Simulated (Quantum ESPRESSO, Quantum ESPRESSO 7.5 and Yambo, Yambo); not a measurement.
## BiOCl (P4/nmm): G0W0 on several meshes in Yambo

Aim: the GW shift of BiOCl (P4/nmm) against the k mesh.

Calculated with Quantum ESPRESSO 7.5 and Yambo 5.3.0; PBEsol and many-body steps on it, plane waves.

### 1. The structure

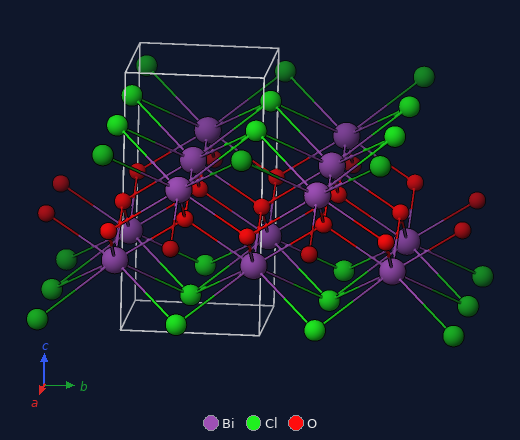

The starting structure, seen slightly off an axis (bismuth purple, chlorine green, oxygen red). 2×2×1 cells are drawn. Some periodic images of atoms are drawn too.

The cell and positions come from the Crystallography Open Database and are kept as given unless a step says otherwise. Spin-orbit coupling is left out unless a step names it.

### 2. Empty states on the mesh, 4×4×2 mesh, 367 bands

This step: Quantum ESPRESSO 7.5; DFT, PBEsol, plane waves, norm-conserving pseudopotentials.

The sums over transitions need many empty states on a uniform mesh; this step solves for them.

The input, pw.in:

```
&control
  calculation = 'nscf'
  prefix = 'x'
  outdir = 'o'
  pseudo_dir = 'pseudo'
/
&system
  ibrav = 0
  nat = 6
  ntyp = 3
  ecutwfc = 76.0
  nbnd = 367
  force_symmorphic = .true.
/
&electrons
  conv_thr = 1e-9
  electron_maxstep = 80
  diago_full_acc = .true.
  diago_thr_init = 5e-6
/
ATOMIC_SPECIES
  Bi 208.98 Bi.upf
  Cl 35.45 Cl.upf
  O 15.999 O.upf
CELL_PARAMETERS angstrom
  3.8855100000 0.0000000000 0.0000000000
  0.0000000000 3.8855100000 0.0000000000
  0.0000000000 0.0000000000 7.3489000000
ATOMIC_POSITIONS crystal
  Bi 0.5000000000 0.0000000000 0.3290400000
  Bi 0.0000000000 0.5000000000 0.6709600000
  Cl 0.0000000000 0.5000000000 0.1472000000
  Cl 0.5000000000 0.0000000000 0.8528000000
  O 0.0000000000 0.0000000000 0.5000000000
  O 0.5000000000 0.5000000000 0.5000000000
K_POINTS automatic
  4 4 2 0 0 0
```

Command:

```console
OMP_NUM_THREADS=1 mpirun -n 4 pw.x -nk 4 -in pw.in > pw.out
```

The program printed:

```text
Program PWSCF v.7.5 starts

     This program is part of the open-source Quantum ESPRESSO suite
     for quantum simulation of materials; please cite
         "P. Giannozzi et al., J. Phys.:Condens. Matter 21 395502 (2009);
         "P. Giannozzi et al., J. Phys.:Condens. Matter 29 465901 (2017);
         "P. Giannozzi et al., J. Chem. Phys. 152 154105 (2020);
     in publications or presentations arising from this work. More details at

     Atomic positions and unit cell read from directory:
     o/x.save/

     Message from routine setup:
[...]
32.8730  32.9359  32.9523  33.2868  33.9310  34.0057  34.1491  34.7757
     [... 34 further rows ...]
   115.8440 115.9618 116.4600 116.7281 116.8029 116.9403 117.2952 117.4933
   117.8150 118.1432 118.2441 118.5465 118.5814 118.9239 119.0593

          k = 0.0000 0.2500-0.2644 (  8390 PWs)   bands (ev):

     [... further k-points ...]

     highest occupied, lowest unoccupied level (ev):     8.8914   11.5183

     XML data file, pseudopotentials, collected wavefunctions

=------------------------------------------------------------------------------=
   JOB DONE.
=------------------------------------------------------------------------------=
```

The job ended after 2.5 min (4 MPI ranks of Arm Neoverse V2, shared host; peak memory 1.3 GiB).

Numbers from this step:

```yaml
gap: 2.627 eV
k_of_the_valence_top: 0, -0.5, -0.5
k_of_the_conduction_bottom: 0, 0, -0.5
least_direct_gap: 2.931 eV
k_points_computed: 12
lowest_point_of_the_top_converged_band_above_the_valence_top: 109.8694 eV
```

On this mesh the gap is 2.627 eV.

The density comes from a self-consistent run that is not shown.

### 3. Conversion and set-up

This step: Yambo 5.3.0; conversion and set-up on PBEsol, plane waves, norm-conserving pseudopotentials.

The states are converted to the many-body program's format and the q mesh is built.

Command:

```console
(cd o/x.save; p2y > p2y.log; mv SAVE ../..); yambo > setup.log
```

The program printed:

```text
 Yambo, version 5.3.0

 [02] CORE Variables Setup
 =========================

  [02.01] Unit cells
  ==================

  Cell kind             :  Unknown
  Atoms in the cell     :  Bi  Cl  O
  number of Bi atoms    :  2
  number of Cl atoms    :  2
  number of O  atoms    :  2

  List of atomic masses
  Mass of Bi    :  208.9800
  Mass of Cl    :  35.45000
  Mass of O     :  15.99900

  List of atomic coordinates    : [cc]
  Bi1       :  3.671275  0.000000  4.569513  order 1
  Bi2       :  0.000000  3.671275  9.317895  order 2
[...]
K/Q-points units:
 rlu = crystal or reduced units; cc = cartesian coordinates; iku = interal k-units

 Q [ 1]         [rlu]:  0.000000  0.000000  0.000000
 Q [ 2]         [rlu]:  0.000000  0.000000 -0.500000
 Q [ 3]         [rlu]:  0.000000  0.250000  0.000000
[...]
Q [ 8]         [rlu]:  0.250000  0.250000 -0.500000
 Q [ 9]         [rlu]:  0.250000 -0.500000  0.000000
 Q [10]         [rlu]:  0.250000 -0.500000 -0.500000
 Q [11]         [rlu]: -0.500000 -0.500000  0.000000
 Q [12]         [rlu]: -0.500000 -0.500000 -0.500000

  [03.01] X indexes
  =================

   [03.01.01] Sigma indexes
   ========================

 [06] Game Over & Game summary
```

It took 3.1 s on 1 MPI rank; peak memory 0.25 GiB.

### 4. 4×4×2

G0W0 replaces the xc potential by the self-energy, built once from these orbitals. Only a window of levels is corrected, while the sums run over the empty bands that the input names.

This step: G0W0 on PBEsol, plane waves, norm-conserving pseudopotentials.

The input, gw2.in:

```
HF_and_locXC
gw0
dyson
ppa
em1d
rim_cut
RandQpts= 1000000
RandGvec= 1 RL
EXXRLvcs= 76 Ry
VXCRLvcs= 304 Ry
Chimod= "HARTREE"
% BndsRnXp
 1 | 171 |
%
NGsBlkXp= 9 Ry
% LongDrXp
 1 | 1 | 1 |
%
% GbndRnge
 1 | 171 |
%
DysSolver= "n"
ExtendOut
PPAPntXp= 27.21138 eV
% QPkrange
 6 | 6 | 35 | 38 |
 2 | 2 | 35 | 38 |
 1 | 1 | 35 | 38 |
%
```

Command:

```console
OMP_NUM_THREADS=1 mpirun -n 4 yambo -F gw2.in -J gw2 -C gw2 > gw2.log
```

The program printed:

```text
 Yambo, version 5.3.0

 [02] CORE Variables Setup
 =========================

  [... cell, symmetries and grids as in the set-up ...]

  [02.05] Energies & Occupations
  ==============================

  [X] === General ===
  [X] Electronic Temperature                        :  0.000000  0.000000 [eV K]
  [X] Bosonic    Temperature                        :  0.000000  0.000000 [eV K]
  [X] Finite Temperature mode                       : no
  [X] El. density                                   :  0.64895E+24 [cm-3]
  [X] Fermi Level                                   :  8.891356 [eV]

  [X] === Gaps and Widths ===
  [X] Conduction Band Min                           :  2.626958 [eV]
  [X] Valence Band Max                              :  0.000000 [eV]
  [X] Filled Bands                                  :   36
  [X] Empty Bands                                   :    37   367
  [X] Direct Gap                                    :  2.930673 [eV]
  [X] Direct Gap localized at k                     :  2
  [X] Indirect Gap                                  :  2.626958 [eV]
  [X] Indirect Gap between kpts                     :   6   2
  [X] Last valence band width                       :  0.695910 [eV]
  [X] 1st conduction band width                     :  2.003322 [eV]

 [03] Transferred momenta grid and indexing
 ==========================================

 IBZ Q-points                                      :  12
 BZ  Q-points                                      :   32

 K/Q-points units:
 rlu = crystal or reduced units; cc = cartesian coordinates; iku = interal k-units

 Q [ 1]         [rlu]:  0.000000  0.000000  0.000000
 Q [ 2]         [rlu]:  0.000000  0.000000 -0.500000
 Q [ 3]         [rlu]:  0.000000  0.250000  0.000000
 Q [ 4]         [rlu]:  0.000000  0.250000 -0.500000
 Q [ 5]         [rlu]:  0.000000 -0.500000  0.000000
 Q [ 6]         [rlu]:  0.000000 -0.500000 -0.500000
 Q [ 7]         [rlu]:  0.250000  0.250000  0.000000
 Q [ 8]         [rlu]:  0.250000  0.250000 -0.500000
 Q [ 9]         [rlu]:  0.250000 -0.500000  0.000000
 Q [10]         [rlu]:  0.250000 -0.500000 -0.500000
 Q [11]         [rlu]: -0.500000 -0.500000  0.000000
 Q [12]         [rlu]: -0.500000 -0.500000 -0.500000

 [04] Coloumb potential Random Integration (RIM)
 ===============================================

  [04.01] RIM initialization
  ==========================

  * Diagonal components only detected *

  8 x (sBL volume)        :  0.082826 [a.u.]
  sBZ random points       :  1000000
  Points outside the sBZ  :   7992674
  RL volume               :  0.331302 [a.u.]
  Integrated volume       :  0.331606 [a.u.]

  [04.02] RIM integrals
  =====================

  Gamma point sphere radius             :  0.079069 [a.u.]
  Points outside the sphere             :   799840
  [Int_sBZ(q=0) 1/q^2]*(Vol_sBZ)^(-1/3) =:  7.675753
                                 should be <:  7.795600

  Summary of Coulomb integrals for non-metallic bands |Q|[au] RIM/Bare

  Q [1] 0.100000E-4 0.984626 * Q [3] 0.213931 1.039573
  Q [2] 0.226219 1.071722 * Q [7] 0.302544 1.044481
  Q [4] 0.311354 1.052616 * Q [8] 0.377767 1.036265
  Q [5] 0.427861 1.016490 * Q [9] 0.478363 1.015688
  Q [6] 0.483984 1.017078 * Q [10] 0.529156 1.015087
  Q [11] 0.605087 1.009990 * Q [12] 0.645992 1.009529

 [WARNING] [Xp] User bands 1-171 break level degeneracy

 [05] Dipoles
 ============

  [05.01] Setup: observables and procedures
  =========================================

  [WARNING] [x,Vnl] slows the Dipoles computation. To neglect it rename the ns.kb_pp file

 [06] Dynamic Dielectric Matrix (PPA)
 ====================================

 [WR./gw2//ndb.pp]---------------------------------------------------------------
  Brillouin Zone Q/K grids (IBZ/BZ)                :   12   32   12   32
  RL vectors                                       :  10253 [WF]
  Coulomb cutoff potential                         : none
  Electronic Temperature                           :  0.000000 [K]
  Bosonic    Temperature                           :  0.000000 [K]
  PPA    diel. fun.  energies                      : Perdew, Burke & Ernzerhof SOL(X)+Perdew, Burke & Ernzerhof SOL(C)
  wavefunctions                                    : Perdew, Burke & Ernzerhof SOL(X)+Perdew, Burke & Ernzerhof SOL(C)
  Global Gauge                                     : length
  X matrix size                                    :   353
  X band range                                     :    1  171
  X e/h energy range                               : -1.000000 -1.000000 [eV]
  X Time ordering                                  : R
  X Hxc Kernel                                     : HARTREE
  X Drude frequency                                :  0.000000  0.000000
  X poles                                          :  100.0000 [o/o]
  RL vectors in the sum                            :  10253
  [r,Vnl] included                                 : yes
  Field direction                                  :  0.577350E-5  0.577350E-5  0.577350E-5
  BZ energy Double Grid                            : no
  BZ energy DbGd points                            : 0
  BZ Q point size factor                           : -1.000000
  X Optical Averaged directions                    : none

 [07] Local Exchange-Correlation + Non-Local Fock
 ================================================

 [VXC] Plane waves :   67045
 [EXS] Plane waves :   8371

 QP @ state[ 1 ] K range:  1  2
 QP @ state[ 1 ] b range:   35   38
 QP @ state[ 2 ] K range:   6   6
 QP @ state[ 2 ] b range:   35   38

 [xc] Functional : Perdew, Burke & Ernzerhof SOL(X)+Perdew, Burke & Ernzerhof SOL(C)
 [xc] LIBXC used to calculate xc functional
  PP Number of Atomic Species                      :  3
  NLCC RL compoments                               :   67045
  PP Number of Atomic Species                      :  3
  NLCC RL compoments                               :   67045

 [xc] E_xc :  -46.39211 [Ha]
      E_xc :  -92.78422 [Ry]

  Local XC kind (lXC) : Perdew, Burke & Ernzerhof SOL(X)+Perdew, Burke & Ernzerhof SOL(C)
  Non-Local XC kind (nlXC) : Hartree-Fock

  Corrections @ K [1] :  [eV]
 <35|nlXC|35> = -19.10003 -0.10278E-18 <35|lXC|35> = -15.05437  0.000000
 <36|nlXC|36> = -20.13188  0.47220E-17 <36|lXC|36> = -16.68752  0.37763E-15
 <37|nlXC|37> = -9.173246  0.38753E-18 <37|lXC|37> = -13.26145 -0.18882E-15
 <38|nlXC|38> = -9.134429  0.83239E-18 <38|lXC|38> = -13.21543  0.000000

  Corrections @ K [2] :  [eV]
 <35|nlXC|35> = -22.10227 -0.14217E-16 <35|lXC|35> = -18.15270  0.94408E-16
 <36|nlXC|36> = -18.55190 -0.18828E-16 <36|lXC|36> = -14.79486 -0.94408E-16
[...]
Corrections @ K [6] :  [eV]
[...]
<36|nlXC|36> = -19.65600  0.27951E-17 <36|lXC|36> = -16.34248 -0.47204E-16
 <37|nlXC|37> = -9.315916  0.12012E-17 <37|lXC|37> = -13.49397  0.47204E-16
 <38|nlXC|38> = -9.315919  0.63180E-18 <38|lXC|38> = -13.49397 -0.18882E-15

 [08] Dyson equation: Newton solver
 ==================================

  [08.01] G0W0 (W PPA)
  ====================

  [  GW  ] Bands range     :    1  171
  [GW/PPA] G damping       :  0.100000 [eV]

  QP @ state[ 1 ] K range:  1  2
  QP @ state[ 1 ] b range:   35   38
  QP @ state[ 2 ] K range:   6   6
  QP @ state[ 2 ] b range:   35   38

   Sc/G bands                                       :    1  171
   Sc/G damping                                     :  0.100000 ev
   Sc bands terminator                              : no
   Sx RL components                                 :   8371

   QP @ state[ 1 ] K range                          :  1  2
   QP @ state[ 1 ] b range                          :   35   38
   QP @ state[ 2 ] K range                          :   6   6
   QP @ state[ 2 ] b range                          :   35   38
   GF energies kind                                 : Perdew, Burke & Ernzerhof SOL(X)+Perdew, Burke & Ernzerhof SOL(C)
   GF WF`s kind                                     : Perdew, Burke & Ernzerhof SOL(X)+Perdew, Burke & Ernzerhof SOL(C)
   Xs energies kind                                 : Perdew, Burke & Ernzerhof SOL(X)+Perdew, Burke & Ernzerhof SOL(C)
   Xs WF`s kind                                     : Perdew, Burke & Ernzerhof SOL(X)+Perdew, Burke & Ernzerhof SOL(C)

 [11] Game Over & Game summary
```

It took 6.3 min on 4 MPI ranks; peak memory 3.4 GiB.

Numbers from this step:

- G0W0 gap on the points computed: 3.755 eV
- starting gap on the mesh: 2.627 eV
- k of the valence top: 0, -0.5, -0.5
- k of the conduction bottom: 0, 0, -0.5
- least direct G0W0 gap on the computed points: 3.771 eV
- Z at the valence top: 0.7934
- Z at the conduction bottom: 0.8335

The gap on the mesh goes from 2.63 eV to 3.75 eV, a correction of +1.13 eV.

### 5. Empty states on the mesh, 2×2×1 mesh, 171 bands

This step: Quantum ESPRESSO 7.5; DFT, PBEsol, plane waves, norm-conserving pseudopotentials.

Changes to pw.in since step 2:

```diff
@@ -11,3 +11,3 @@
   ecutwfc = 76.0
-  nbnd = 367
+  nbnd = 171
   force_symmorphic = .true.
@@ -36,2 +36,2 @@
 K_POINTS automatic
-  4 4 2 0 0 0
+  2 2 1 0 0 0
```

Command:

```console
OMP_NUM_THREADS=1 mpirun -n 4 pw.x -nk 4 -in pw.in > pw.out
```

The program printed:

```text
[banner, memory and clock lines left out]
Program PWSCF v.7.5 starts

     Atomic positions and unit cell read from directory:
     o/x.save/

     Message from routine setup:
     using ibrav=0 with symmetry is DISCOURAGED, use correct ibrav instead

     Message from routine divide_et_impera:
     suboptimal parallelization: some nodes have no k-points

     G-vector sticks info

     bravais-lattice index     =            0
     lattice parameter (alat)  =       7.3425  a.u.
     unit-cell volume          =     748.7124 (a.u.)^3
     number of atoms/cell      =            6
[...]
-143.3218-143.3218 -81.3555 -81.3555 -81.3492 -81.3492 -81.3490 -81.3490
[...]
[... 10 further rows ...]
[...]
66.7855  66.7855  67.2799

          k =-0.5000-0.5000 0.0000 (  8444 PWs)   bands (ev):

  -143.3219-143.3219 -81.3555 -81.3555 -81.3493 -81.3493 -81.3491 -81.3491
[...]
31.6416  31.6416  31.8701  31.8701  33.7201  33.7201  35.0046  35.0046
     [... 10 further rows ...]
    65.2190  65.2190  66.4741  66.4741  66.6954  66.6954  67.0538  67.0538
    67.4597  67.4597  67.6134

     highest occupied, lowest unoccupied level (ev):     8.8855   12.0217

     XML data file, pseudopotentials, collected wavefunctions
```

The job ended after 13 s (4 MPI ranks; peak memory 0.62 GiB).

This step gave:

```yaml
gap: 3.136 eV
k_of_the_valence_top: 0, -0.5, 0
k_of_the_conduction_bottom: 0, 0, 0
least_direct_gap: 3.826 eV
k_points_computed: 3
lowest_point_of_the_top_converged_band_above_the_valence_top: 58.3945 eV
```

On this mesh the gap is 3.136 eV.

(Part 1 of 2 ends here.)

[Paths, hosts, dates, memory and timing lines, banners, echoed tables and standing remarks are left out of the program output.]

[Logs are printed without paths, hosts, clocks, repeated set-up lines and the standing remarks that a program may print on its own settings, such as how far it seeks lower states.]

[Runs of the session that timed out or met a known fault of the program may be left out.]

[Hosts, paths, dates, database ids (printed as entryN), source tags and the programs' standing remarks are cut or masked in the printed files.]
